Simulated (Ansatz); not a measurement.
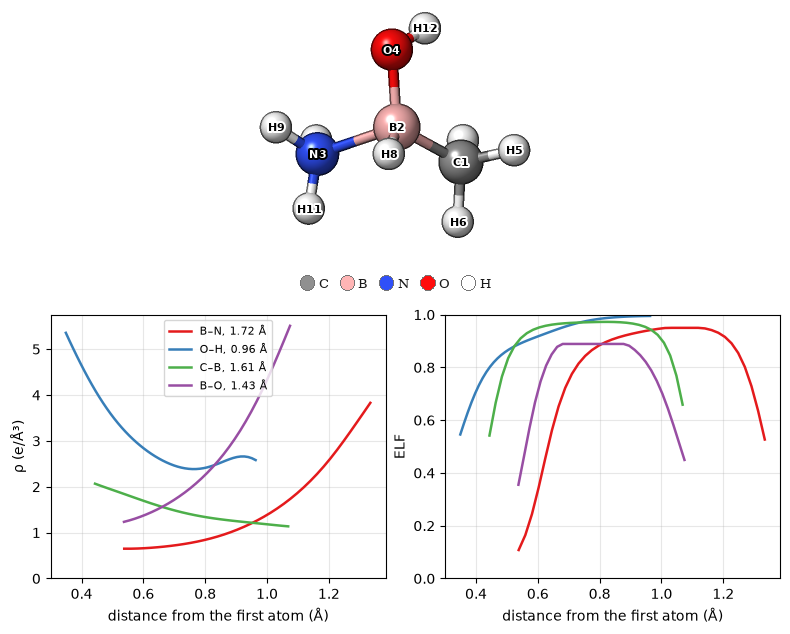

*CH8BNO. Electron density and ELF along straight lines between neighbouring atoms. The curves leave out the atomic cores. The structure is drawn too.*

Geometry: B3LYP-D3(BJ)/def2-SVP.

The calculation used isolated molecule in a Gaussian basis; Kohn-Sham density functional theory, functional PBE0 (Ansatz).

```xyz
12

C    -0.4956   -0.7515   -0.1329
B    -0.2092    0.8121   -0.4042
N    -0.7290    1.1059   -2.0188
O     1.1611    1.2296   -0.4042
H    -0.2489   -1.0078    0.9123
H    -1.5524   -1.0405   -0.2787
H     0.1151   -1.4198   -0.7746
H    -0.9426    1.5910    0.2072
H    -0.4479    2.0584   -2.2612
H    -0.2819    0.4686   -2.6836
H    -1.7431    1.0282   -2.1214
H     1.7546    0.4729   -0.3529
```

Q: What kind of bonding do the profiles show?

A: B–N (1.72 Å): ρ is about 0.96 e/Å³ halfway; the ELF peaks at about 0.95 between the atoms; a polar covalent bond.
O–H (0.96 Å): ρ is about 3.7 e/Å³ halfway; the ELF climbs to about 1 towards the hydrogen, as it does in any bond to H (a covalent bond by its length).
C–B (1.61 Å): ρ is about 1.3 e/Å³ halfway; the ELF peaks at about 1 between the atoms: localised, covalent bonding.
B–O (1.43 Å): ρ is about 1.8 e/Å³ halfway; the ELF peaks at about 0.90 between the atoms; a polar covalent bond.
